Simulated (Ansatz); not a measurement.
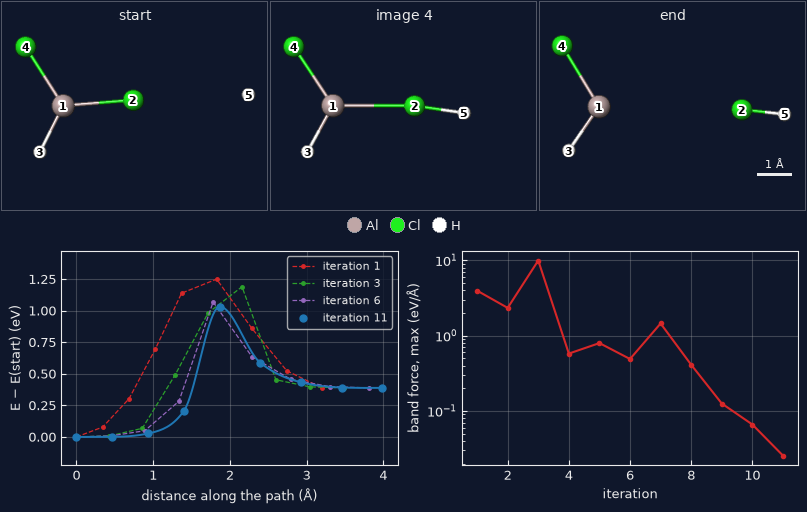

NEB run on AlH2Cl2 (multiplicity 2), made up at the start of AlHCl$_{2}$ and H. Images are numbered from 0 (start) to 8 (end). The plot follows the band through its iterations. The picture is a ball-and-stick view, seen face on.

Theory: UKS BHLYP/cc-pVDZ in Ansatz.

The input:
```yaml
crystal:
  periodic: [false, false, false]
  atoms:
    - { symbol: Al, position_ang: [-0.016444, 0.0, -0.227178] }
    - { symbol: Cl, position_ang: [-0.0463, 0.0, 1.880992] }
    - { symbol: H, position_ang: [1.329266, 0.0, -1.007713] }
    - { symbol: Cl, position_ang: [-1.866711, 0.0, -1.24044] }
    - { symbol: H, position_ang: [0.019989, 0.0, 5.329339] }
magnetization:
  spin_polarized: true
  initial_magnetization: 1
basis:
  gaussian: { orbitals: cc-pVDZ }
hamiltonian:
  xc: { name: BHLYP }
neb:
  order_check: false
  images: 7
  f_tol: 0.05
  max_iterations: 60
  final_atoms:
    - { symbol: Al, position_ang: [-0.04348238, 2.254e-05, -0.61750573] }
    - { symbol: Cl, position_ang: [-0.0474267, -5.398e-05, 3.66271464] }
    - { symbol: H, position_ang: [1.30015663, 4.71e-06, -1.48399254] }
    - { symbol: Cl, position_ang: [-1.85625416, 4.73e-06, -1.76906806] }
    - { symbol: H, position_ang: [0.0668066, 2.2e-05, 4.9428517] }
  initial_path:
    images:
      - { positions_ang: [[-0.016444, 0.0, -0.227178], [-0.0463, 0.0, 1.880992], [1.329266, 0.0, -1.007713], [-1.866711, 0.0, -1.24044], [0.019989, 0.0, 5.329339]] }
      - { positions_ang: [[-0.01216274, 0.0, -0.17036258], [-0.03500063, 0.0, 2.03076476], [1.33500991, 0.0, -0.95052087], [-1.88246239, 0.0, -1.20940623], [0.01441586, 0.0, 5.03452491]] }
      - { positions_ang: [[-0.00788148, 0.0, -0.11354715], [-0.02370127, 0.0, 2.18053753], [1.34075383, 0.0, -0.89332874], [-1.89821379, 0.0, -1.17837245], [0.00884271, 0.0, 4.73971081]] }
      - { positions_ang: [[-0.00360022, 0.0, -0.05673173], [-0.0124019, 0.0, 2.33031029], [1.34649774, 0.0, -0.83613661], [-1.91396518, 0.0, -1.14733868], [0.00326957, 0.0, 4.44489672]] }
      - { positions_ang: [[0.00068104, 0.0, 8.37e-05], [-0.00110254, 0.0, 2.48008306], [1.35224165, 0.0, -0.77894448], [-1.92971657, 0.0, -1.1163049], [-0.00230358, 0.0, 4.15008263]] }
      - { positions_ang: [[-0.01035982, 5.64e-06, -0.15431366], [-0.01268358, -1.35e-05, 2.77574095], [1.3392204, 1.18e-06, -0.9552065], [-1.91135097, 1.18e-06, -1.27949569], [0.01497397, 5.5e-06, 4.34827489]] }
      - { positions_ang: [[-0.02140067, 1.127e-05, -0.30871102], [-0.02426462, -2.699e-05, 3.07139885], [1.32619914, 2.35e-06, -1.13146851], [-1.89298537, 2.36e-06, -1.44268648], [0.03225151, 1.1e-05, 4.54646716]] }
      - { positions_ang: [[-0.03244153, 1.691e-05, -0.46310838], [-0.03584566, -4.049e-05, 3.36705674], [1.31317789, 3.53e-06, -1.30773053], [-1.87461976, 3.55e-06, -1.60587727], [0.04952906, 1.65e-05, 4.74465943]] }
      - { positions_ang: [[-0.04348238, 2.254e-05, -0.61750573], [-0.0474267, -5.398e-05, 3.66271464], [1.30015663, 4.71e-06, -1.48399254], [-1.85625416, 4.73e-06, -1.76906806], [0.0668066, 2.2e-05, 4.9428517]] }
```

Command:
```bash
ansatz run input.yaml --threads 2 --pin off --max-ram 3072MiB --backend cpu --events-out ev --progress --plain --runs-dir out
```

### How did the profile develop, and is the result final?

The run is converged, with reservations. The band converged in 11 iterations. The largest component of the band force went from 4 to 0.026 eV/Å. The climbing image converged on the top of the path. Its vibrational analysis gives 2 imaginary modes over 30i cm⁻¹, so it isn't confirmed as a transition state. The first iteration put the highest image at 1.25 eV. The highest point, image 4, lies 1.03 eV above the start and 0.64 eV above the end; the end is at +0.39 eV relative to the start.

Limits of the set-up: the start holds two separate molecules, 3.4 Å apart at their closest, whose relative position is a soft coordinate and is computed without a dispersion correction.

The run took 2.4 min on 2 threads of Arm Neoverse V1, on a shared host, peak memory 0.17 GiB.
